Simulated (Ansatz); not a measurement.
**CH6NPSi (SMILES P[SiH]1CN1): density, localisation and related maps**

Input

```
crystal:
  periodic: [false, false, false]
  atoms:
    - { symbol: P, position_ang: [-1.8988, 0.9775, -0.1463] }
    - { symbol: Si, position_ang: [0.0203, 0.5796, 0.6634] }
    - { symbol: C, position_ang: [0.6349, -1.1247, 0.4331] }
    - { symbol: "N", position_ang: [0.8845, -0.173, -0.6376] }
    - { symbol: H, position_ang: [-2.71283, 0.64354, 0.94045] }
    - { symbol: H, position_ang: [-1.9605, 2.3843, 0.08885] }
    - { symbol: H, position_ang: [0.9597, 1.7057, 0.9878] }
    - { symbol: H, position_ang: [1.5925, -1.372, 1.0004] }
    - { symbol: H, position_ang: [-0.0657, -1.8905, 0.3679] }
    - { symbol: H, position_ang: [1.7628, 0.1806, -0.6776] }
basis:
  gaussian: { orbitals: def2-SVP }
hamiltonian:
  xc: revpbe
  dispersion: d4
relax:
  f_tol: 0.015
  max_steps: 40
output:
  orbitals: {}
```

Run with:

```sh
ansatz run input.yaml --threads 1 --pin off --max-ram 2048MiB --backend cpu --events-out ev --progress --plain --runs-dir out
```

The fields are those of the relaxed geometry.

Computed with Ansatz 0.2.0, RKS revPBE-D4/def2-SVP.

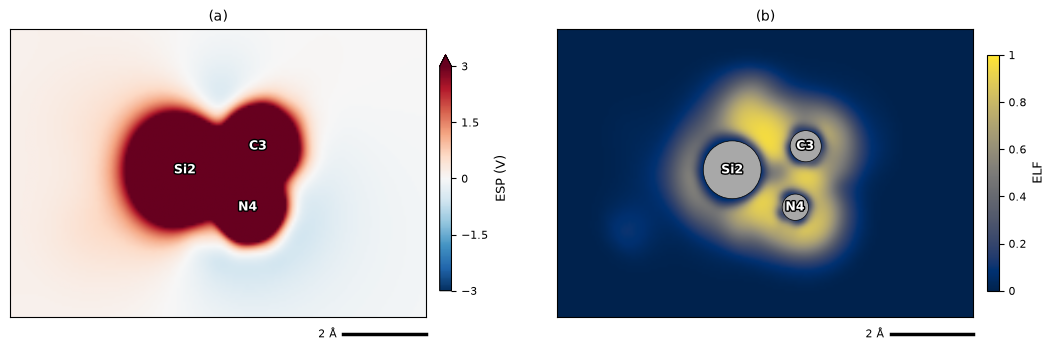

Figure 1. (a) molecular electrostatic potential; (b) electron localisation function on the plane of atoms Si2, C3 and N4. Grey discs cover the atomic cores in the ELF map.

> Interpret the plot.

The section cuts through Si, C and N sites. C–N (1.50 Å): the ELF peaks at about 0.90 between the atoms; a shared electron pair. Si–N (1.78 Å): the ELF peaks at about 0.85 between the atoms (a shared but strongly polarised pair). C–Si (1.87 Å): the ELF peaks at about 0.85 between the atoms (a shared electron pair). Outside the dense part of the molecule the potential is most negative (−0.6 V) near H10, which lies off the plane.

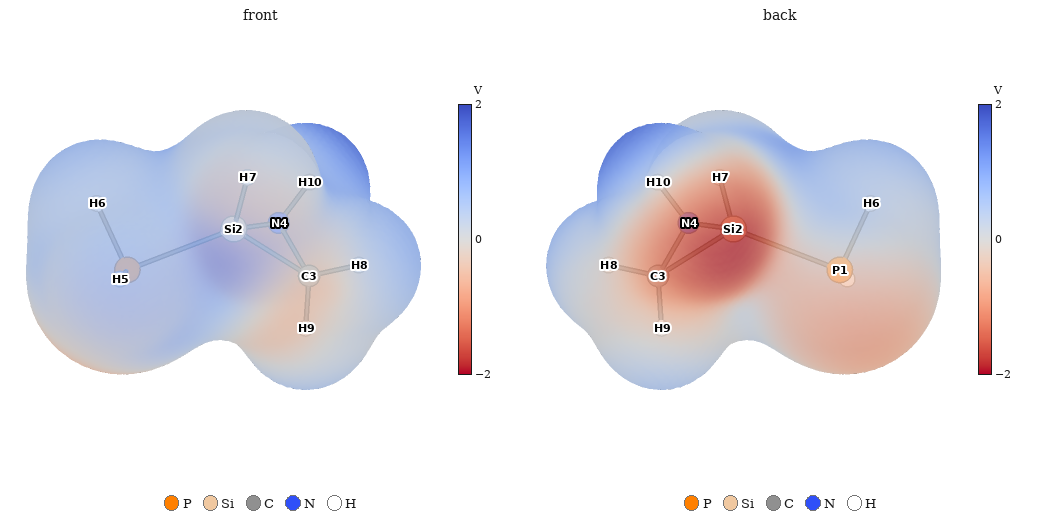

Figure 2. The molecular electrostatic potential painted on the density surface at 0.002 e/bohr³, seen from the front and from behind; the colour scale runs from red (negative) to blue (positive).

> Where is the surface potential most negative and most positive?

The most negative region (about −1.8 V) lies over N4, the most positive (about +1.4 V) over H10. N4 is the likeliest acceptor of a hydrogen bond.

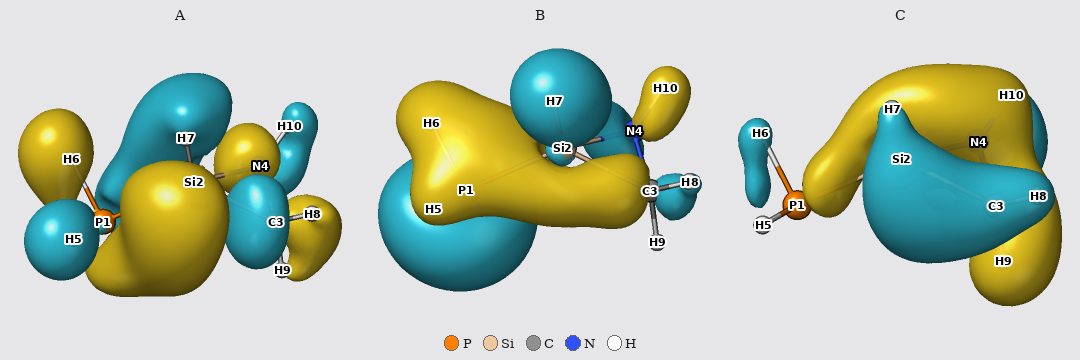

Figure 3. Three frontier orbitals at ±0.08 Å⁻³ᐟ² (yellow and cyan are the two phases), in no order.

> Which picture is the HOMO−1, the HOMO and the LUMO?

B is the HOMO−1 (−6.52 eV). By Hirshfeld shares it lies mainly on P1 (about 60 %), Si2 (about 15 %) and H7 (about 10 %). C is the HOMO (−5.22 eV). By Hirshfeld shares it lies mainly on N4 (about 50 %), Si2 (about 20 %) and C3 (about 15 %). A is the LUMO (−0.79 eV). It lies mainly on Si2 (about 40 %), P1 (about 20 %), C3 (about 10 %), N4 (about 10 %), H6 (about 5 %) and H5 (about 5 %).

> What is the HOMO–LUMO gap?

4.43 eV between the orbital energies.

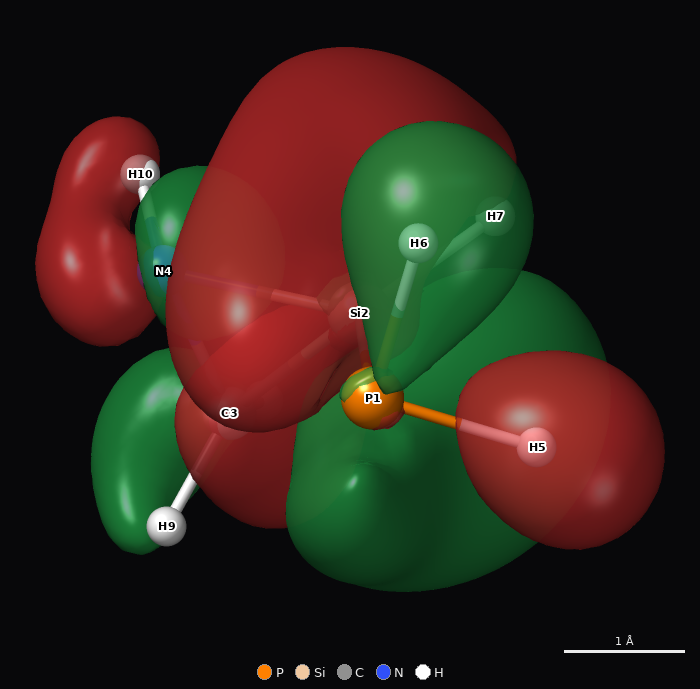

Figure 4. The LUMO at ±0.08 Å⁻³ᐟ² (green and red are the two phases), seen at an oblique angle.

> Describe this orbital and give its energy.

By Hirshfeld shares it lies mainly on Si2 (about 40 %), P1 (about 20 %), C3 (about 10 %), N4 (about 10 %), H6 (about 5 %) and H5 (about 5 %). Its energy is −0.79 eV.
